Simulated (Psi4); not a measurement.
# [NH2]− (SMILES [NH2-]): PBE/aug-cc-pVDZ (Coulomb fitting set, sweep point 1)

Aim: the vertical ionisation energy of [NH2]− at PBE/aug-cc-pVDZ (Coulomb fitting set, sweep point 1), from 2 runs. Input form: a Python script.

The results are computed with Psi4 1.11.

**1. The structure to begin with**

[NH2]−: 3 atoms, total charge -1, spin state singlet. As SMILES, `[NH2-]`. The coordinates come from a PBE0-D4/def2-TZVPD relaxation.

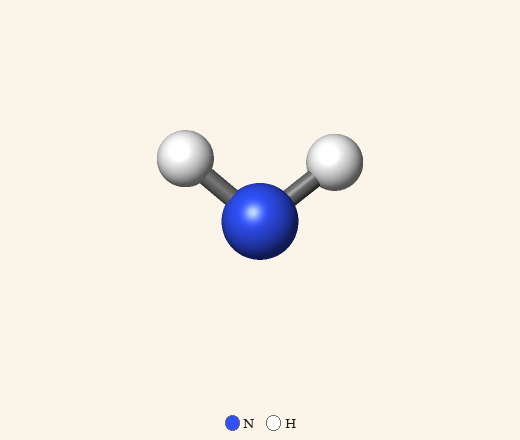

The structure, seen from a chosen angle (nitrogen blue, hydrogen white).

**2. A single-point energy at PBE/aug-cc-pVDZ (Coulomb fitting set, sweep point 1)**

The input, job.py:

```python
import psi4

psi4.set_memory('1600 MB')
psi4.set_num_threads(1)
psi4.core.set_output_file('psi4.out', False)

molecule = psi4.geometry("""
-1 1
N      0.64666428    -0.38361440     0.31879680
H      0.23716063     1.51404857     0.29479728
H     -0.88382491    -1.13043417    -0.61359407
units bohr
symmetry c1
""")

psi4.set_options({
    'puream': True,
    'scf_type': 'df',
    'dft_radial_points': 99,
    'dft_spherical_points': 590,
    'df_basis_scf': 'def2-universal-jfit',
})

e_tot, wfn = psi4.energy("pbe/aug-cc-pVDZ", return_wfn=True)
print(f'pbe/aug-cc-pVDZ energy: {e_tot:.10f} Eh')
```

The run is started by

```
$ python job.py
```

psi4.out:

```text
[...]
  Running in c1 symmetry.
[...]
  Nuclear repulsion =    7.542852420928845
[...]
  Multiplicity = 1
[...]
  Nalpha       = 5
  Nbeta        = 5
[...]
    Number of basis functions: 41
[...]
   @DF-RKS iter   1:   -55.26425968986170    1.35798e-01   2.60837e-02 ADIIS/DIIS
[...]
   @DF-RKS iter   8:   -55.84665399036958   -4.34801e-07   5.89375e-07 DIIS
[...]
    Orbital Energies [Eh]
    ---------------------
    Doubly Occupied:
       1A    -13.683484     2A     -0.433680     3A     -0.106276
       4A      0.028344     5A      0.095401
[...]
  @DF-RKS Final Energy:   -55.84665399036958
   => Energetics <=
    Nuclear Repulsion Energy =              7.5428524209288454
    One-Electron Energy =                 -93.0748508950727569
    Two-Electron Energy =                  37.3852320335248933
    DFT Exchange-Correlation Energy =      -7.6998875497505681
    Empirical Dispersion Energy =           0.0000000000000000
    VV10 Nonlocal Energy =                  0.0000000000000000
    Total Energy =                        -55.8466539903695818
[...]
 Multipole Moments:
 ------------------------------------------------------------------------------------
     Multipole            Electronic (a.u.)      Nuclear  (a.u.)        Total (a.u.)
 ------------------------------------------------------------------------------------
 L = 1.  Multiply by 2.5417464519 to convert [e a0] to [Debye]
 Dipole X            :          0.4546602           -0.9370214           -0.4823612
 Dipole Y            :         -0.2432704            0.5013879            0.2581175
 Dipole Z            :          0.0000000           -0.0000000            0.0000000
 Magnitude           :                                                    0.5470804
[...]
```

The script printed:

```text
pbe/aug-cc-pVDZ energy: -55.8466539904 Eh
```

Wall time 3.9 s (1 thread of Intel Xeon Platinum 8488C (Sapphire Rapids), shared host); peak memory 0.44 GiB.

**3. Doublet neutral NH2, same level**

The input, h2n.py:

```python
import psi4

psi4.set_memory('1600 MB')
psi4.set_num_threads(1)
psi4.core.set_output_file('output.dat', False)

geom = psi4.geometry("""
0 2
N      0.64666428    -0.38361440     0.31879680
H      0.23716063     1.51404857     0.29479728
H     -0.88382491    -1.13043417    -0.61359407
units au
symmetry c1
""")

options = {'basis': 'aug-cc-pVDZ', 'reference': 'uks', 'puream': True, 'scf_type': 'df', 'dft_radial_points': 99, 'dft_spherical_points': 590, 'df_basis_scf': 'def2-universal-jfit', 'maxiter': 150}
psi4.set_options(options)

E, wfn = psi4.energy("pbe", molecule=geom, return_wfn=True)
print(f'pbe energy: {E:.10f} Eh')
for k, v in sorted(psi4.core.scalar_variables().items()):
    print(f'{k:45s} {v:18.10f}')
```

The run is started by

```
$ python h2n.py
```

output.dat:

```text
[...]
  Running in c1 symmetry.
[...]
  Nuclear repulsion =    7.542852420928845
[...]
  Multiplicity = 2
[...]
  Nalpha       = 5
  Nbeta        = 4
[...]
    Number of basis functions: 41
[...]
   @DF-UKS iter   1:   -55.65865135416472   -2.58594e-01   1.38846e-02 DIIS/ADIIS
[...]
   @DF-UKS iter   7:   -55.81629694614629   -6.44287e-08   8.01650e-07 DIIS
[...]
   @S^2 Observed:                7.527057351E-01
[...]
    Orbital Energies [Eh]
    ---------------------
    Alpha Occupied:
       1A    -14.037696     2A     -0.784503     3A     -0.425815
       4A     -0.288607     5A     -0.274713
    Alpha Virtual:
       6A     -0.027806     7A      0.020416     8A      0.075574
       9A      0.080052    10A      0.106319    11A      0.132101
      12A      0.138129    13A      0.180995    14A      0.241033
      15A      0.241827    16A      0.271315    17A      0.406813
      18A      0.445102    19A      0.480064    20A      0.496498
      21A      0.544745    22A      0.601760    23A      0.670248
      24A      0.671356    25A      0.831819    26A      0.907091
[...]
  @DF-UKS Final Energy:   -55.81629694614629
   => Energetics <=
    Nuclear Repulsion Energy =              7.5428524209288454
    One-Electron Energy =                 -90.0972329063498307
    Two-Electron Energy =                  34.2446466870582995
    DFT Exchange-Correlation Energy =      -7.5065631477836199
    Empirical Dispersion Energy =           0.0000000000000000
    VV10 Nonlocal Energy =                  0.0000000000000000
    Total Energy =                        -55.8162969461462950
[...]
 Multipole Moments:
 ------------------------------------------------------------------------------------
     Multipole            Electronic (a.u.)      Nuclear  (a.u.)        Total (a.u.)
 ------------------------------------------------------------------------------------
 L = 1.  Multiply by 2.5417464519 to convert [e a0] to [Debye]
 Dipole X            :          0.3337963           -0.9370214           -0.6032251
 Dipole Y            :         -0.1786029            0.5013879            0.3227850
 Dipole Z            :         -0.0000000           -0.0000000           -0.0000000
 Magnitude           :                                                    0.6841569
[...]
```

The script printed:

```text
pbe energy: -55.8162969461 Eh
CURRENT ENERGY                                    -55.8162969461
CURRENT REFERENCE ENERGY                          -55.8162969461
DD SOLVATION ENERGY                                 0.0000000000
DFT FUNCTIONAL TOTAL ENERGY                       -55.8162969461
DFT TOTAL ENERGY                                  -55.8162969461
DFT VV10 ENERGY                                     0.0000000000
DFT XC ENERGY                                      -7.5065631478
GRID ELECTRONS ALPHA                                5.0000000189
GRID ELECTRONS BETA                                 4.0000000298
GRID ELECTRONS TOTAL                                9.0000000486
NUCLEAR REPULSION ENERGY                            7.5428524209
ONE-ELECTRON ENERGY                               -90.0972329063
PCM POLARIZATION ENERGY                             0.0000000000
PE ENERGY                                           0.0000000000
SCF ITERATION ENERGY                              -55.8162969461
SCF ITERATIONS                                      7.0000000000
SCF TOTAL ENERGY                                  -55.8162969461
TWO-ELECTRON ENERGY                                34.2446466871
XC GRID RADIAL POINTS                              99.0000000000
XC GRID SPHERICAL POINTS                          590.0000000000
XC GRID TOTAL POINTS                           171448.0000000000
```

Wall time 4.8 s (1 thread of Intel Xeon Platinum 8488C (Sapphire Rapids), shared host); peak memory 0.43 GiB.

**4. What came out**

Level: PBE/aug-cc-pVDZ (Coulomb fitting set, sweep point 1).

```
                                                             quantity         value
                                         singlet [NH2]−: total energy  -55.84665 Eh
                                          singlet [NH2]−: HOMO energy       2.60 eV
                                          singlet [NH2]−: LUMO energy       3.50 eV
singlet [NH2]−: HOMO–LUMO gap (to an unbound level, set by the basis)       0.90 eV
                                    doublet neutral NH2: total energy  -55.81630 Eh
                                   doublet neutral NH2: dipole moment        1.74 D
              doublet neutral NH2: HOMO energy (highest over α and β)      -7.26 eV
               doublet neutral NH2: LUMO energy (lowest over α and β)      -4.55 eV
                                            doublet neutral NH2: ⟨S²⟩         0.753
                  vertical detachment energy (to the doublet neutral)      0.826 eV
```

In words: Removing an electron at fixed nuclei costs 0.83 eV (19.0 kcal/mol). The negative HOMO energy of the first species, -2.60 eV, lies 3.42 eV below that difference. The HOMO (singlet [NH2]−) lies at positive energy, 2.60 eV, as semi-local functionals often give for anions; only total energies tell whether the electron is bound.
